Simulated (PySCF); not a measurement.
# SiHBrF₂: property calculation

System: SiHBrF₂, SMILES F[SiH](F)Br.
Method: B3LYP/aug-cc-pVDZ, RKS (PySCF 2.14.0).

The geometry comes from this level: PBE0-D4/def2-TZVP.

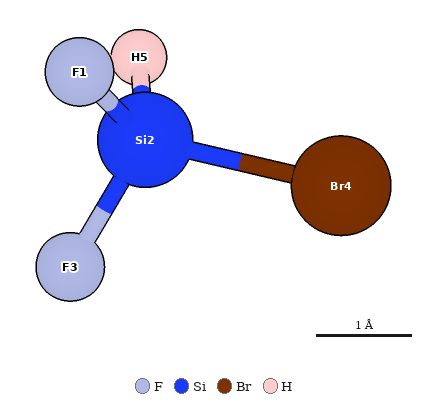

Fig. 1: The input geometry (ball-and-stick view, seen at a tilt; atoms are numbered from 1 in the order of the input).

Summary:

| quantity | value |
| --- | --- |
| outcome | converged |
| total energy | −3071.898612 hartree |
| basis functions | 118 |
| HOMO | −8.95 eV |
| LUMO | −0.50 eV |
| dipole moment | 1.25 D |
| hardware | 1 thread of Arm Neoverse V1, 24 GiB of memory available, shared host |
| wall time | 16 s |
| peak memory | 0.49 GiB |

Input file (calc.py):
```python
# F[SiH](F)Br
import numpy
from pyscf import gto, scf, dft, lo

mol = gto.M(
    atom='geometry.xyz',
    charge=0,
    spin=0,
    max_memory=1860,
    verbose=3,
    basis='aug-cc-pvdz',
)

mf = dft.RKS(mol, xc='b3lyp')
mf = mf.density_fit(auxbasis='def2-svp-ri')
mf.conv_tol = 1e-10
mf.grids.level = 4
mf.kernel()
if not mf.converged:
    mf = mf.newton().run(mf.mo_coeff, mf.mo_occ)

energy = mf.e_tot
print('E = %.10f Eh' % energy)
mf.analyze()
quad = mf.quad_moment()
occ = mf.mo_coeff[:, mf.mo_occ > 0]
iaos = lo.vec_lowdin(lo.iao.iao(mol, occ), mf.get_ovlp())
c = iaos.T @ mf.get_ovlp() @ occ
pop_iao, q_iao = scf.hf.mulliken_pop(lo.iao.reference_mol(mol), (c * mf.mo_occ[mf.mo_occ > 0]) @ c.T, numpy.eye(c.shape[0]), verbose=0)
print('IAO charges', numpy.round(q_iao, 4))
```

File geometry.xyz:
```
5
BrF2HSi
F     -0.224900    -0.396300     1.531900
Si     0.124200     0.002500     0.045800
F      0.210200     1.576700    -0.017200
Br    -1.476800    -0.678900    -1.271900
H      1.417200    -0.577700    -0.330000
```

Run as:
```bash
OMP_NUM_THREADS=1 python calc.py
```

Log:
```
converged SCF energy = -3071.89861164659
E = -3071.8986116466 Eh
**** MO energy ****
MO #1   energy= -490.833649798792  occ= 2
MO #2   energy= -66.6749165795573  occ= 2
MO #3   energy= -63.1199970046112  occ= 2
MO #4   energy= -56.0917092999031  occ= 2
MO #5   energy= -56.0904073640218  occ= 2
MO #6   energy= -56.0903697305765  occ= 2
MO #7   energy= -24.7383308972986  occ= 2
MO #8   energy= -24.7383240042853  occ= 2
MO #9   energy= -8.81290041988785  occ= 2
MO #10  energy= -6.52349909063421  occ= 2
MO #11  energy= -6.51536725474892  occ= 2
MO #12  energy= -6.51535724897779  occ= 2
MO #13  energy= -5.41334615174133  occ= 2
MO #14  energy= -3.75611936010471  occ= 2
MO #15  energy= -3.75551363457643  occ= 2
MO #16  energy= -3.75218422560845  occ= 2
MO #17  energy= -2.67515780911132  occ= 2
MO #18  energy= -2.67274731049327  occ= 2
MO #19  energy= -2.672720139477    occ= 2
MO #20  energy= -2.66604724265827  occ= 2
MO #21  energy= -2.66604451914862  occ= 2
MO #22  energy= -1.24241007817821  occ= 2
MO #23  energy= -1.22282799375053  occ= 2
MO #24  energy= -0.821913123853693 occ= 2
MO #25  energy= -0.601707691450648 occ= 2
MO #26  energy= -0.527791431477922 occ= 2
MO #27  energy= -0.507418834198662 occ= 2
MO #28  energy= -0.497863716903272 occ= 2
MO #29  energy= -0.463592101632067 occ= 2
MO #30  energy= -0.451132635243975 occ= 2
MO #31  energy= -0.440566511029027 occ= 2
MO #32  energy= -0.379806798033886 occ= 2
MO #33  energy= -0.330494144462254 occ= 2
MO #34  energy= -0.329035533079993 occ= 2
MO #35  energy= -0.0185378846274782 occ= 0
MO #36  energy= -0.00501566589786679 occ= 0
MO #37  energy= -0.00201152147732901 occ= 0
MO #38  energy= 0.00354241625277396 occ= 0
MO #39  energy= 0.0347606641263871 occ= 0
MO #40  energy= 0.0473298347558628 occ= 0
MO #41  energy= 0.0489584990582722 occ= 0
MO #42  energy= 0.0632975904618114 occ= 0
MO #43  energy= 0.0719089455603834 occ= 0
MO #44  energy= 0.0837590968639024 occ= 0
MO #45  energy= 0.0884951017529279 occ= 0
MO #46  energy= 0.118480478971856  occ= 0
MO #47  energy= 0.124808466838267  occ= 0
MO #48  energy= 0.14985936807121   occ= 0
MO #49  energy= 0.169242661386248  occ= 0
MO #50  energy= 0.176439824381609  occ= 0
MO #51  energy= 0.198218036494036  occ= 0
MO #52  energy= 0.210910989988009  occ= 0
MO #53  energy= 0.211446357794514  occ= 0
MO #54  energy= 0.235414351816059  occ= 0
MO #55  energy= 0.240686793572423  occ= 0
MO #56  energy= 0.248639595656566  occ= 0
MO #57  energy= 0.259349409803259  occ= 0
MO #58  energy= 0.2726035954392    occ= 0
MO #59  energy= 0.277135185541171  occ= 0
MO #60  energy= 0.332814777137879  occ= 0
MO #61  energy= 0.347853593018787  occ= 0
MO #62  energy= 0.363223694670283  occ= 0
MO #63  energy= 0.382277186242695  occ= 0
MO #64  energy= 0.386927643245045  occ= 0
MO #65  energy= 0.399557493789388  occ= 0
MO #66  energy= 0.434726462598045  occ= 0
MO #67  energy= 0.46410352049477   occ= 0
MO #68  energy= 0.475898450673633  occ= 0
MO #69  energy= 0.506857857800245  occ= 0
MO #70  energy= 0.532102638135851  occ= 0
MO #71  energy= 0.542625262196727  occ= 0
MO #72  energy= 0.564726012499818  occ= 0
MO #73  energy= 0.590517800914475  occ= 0
MO #74  energy= 0.684810353426284  occ= 0
MO #75  energy= 0.702778859708213  occ= 0
MO #76  energy= 0.763009761179804  occ= 0
MO #77  energy= 0.764420154406944  occ= 0
MO #78  energy= 0.786120450334498  occ= 0
MO #79  energy= 0.813371802328767  occ= 0
MO #80  energy= 0.821445435638919  occ= 0
MO #81  energy= 0.991125371693316  occ= 0
MO #82  energy= 1.01716019803936   occ= 0
MO #83  energy= 1.04321069779537   occ= 0
MO #84  energy= 1.05595941779356   occ= 0
MO #85  energy= 1.07629094234511   occ= 0
MO #86  energy= 1.10524485236684   occ= 0
MO #87  energy= 1.13481852536618   occ= 0
MO #88  energy= 1.17141394491705   occ= 0
MO #89  energy= 1.17168059639056   occ= 0
MO #90  energy= 1.24290586262517   occ= 0
MO #91  energy= 1.2949859832778    occ= 0
MO #92  energy= 1.2980174056267    occ= 0
MO #93  energy= 1.30487142184681   occ= 0
MO #94  energy= 1.32977411538706   occ= 0
MO #95  energy= 1.34493530143318   occ= 0
MO #96  energy= 1.36485535118906   occ= 0
MO #97  energy= 1.41985111481843   occ= 0
MO #98  energy= 1.45772095884652   occ= 0
MO #99  energy= 1.50568732007533   occ= 0
MO #100 energy= 1.52230589257968   occ= 0
MO #101 energy= 1.69361996936507   occ= 0
MO #102 energy= 1.80373329503938   occ= 0
MO #103 energy= 1.82465362823693   occ= 0
MO #104 energy= 1.86210400910379   occ= 0
MO #105 energy= 1.9191659463937    occ= 0
MO #106 energy= 2.04680479199135   occ= 0
MO #107 energy= 2.6795479168299    occ= 0
MO #108 energy= 2.84918495022768   occ= 0
MO #109 energy= 4.41774808635561   occ= 0
MO #110 energy= 4.42202968525222   occ= 0
MO #111 energy= 4.45657661710514   occ= 0
MO #112 energy= 4.46790183859389   occ= 0
MO #113 energy= 4.55139209695958   occ= 0
MO #114 energy= 4.55494932113446   occ= 0
MO #115 energy= 4.55550459145246   occ= 0
MO #116 energy= 4.56502939006343   occ= 0
MO #117 energy= 4.61621644891091   occ= 0
MO #118 energy= 4.62048279615524   occ= 0
 ** Mulliken atomic charges  **
charge of    0F =     -0.50040
charge of    1Si =      1.34638
charge of    2F =     -0.50041
charge of    3Br =     -0.22820
charge of    4H =     -0.11736
Dipole moment(X, Y, Z, Debye):  0.76638, -0.70753, -0.68563
Traceless quadrupole moment (Debye*A):

IAO charges [-0.5168  1.4063 -0.5168 -0.2263 -0.1465]
```

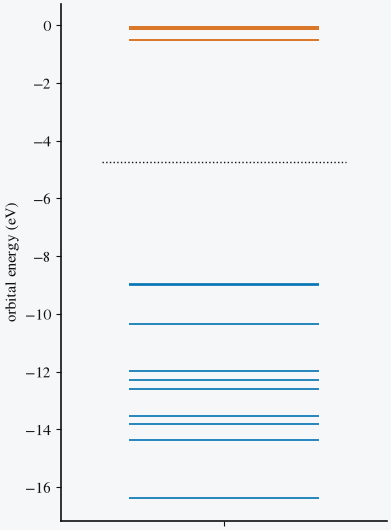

Fig. 2: Orbital energies near the frontier; the dotted line parts filled from empty levels, and levels within 0.02 eV of each other stand side by side. Highest filled −8.95 eV, lowest empty −0.50 eV, 8.45 eV apart.
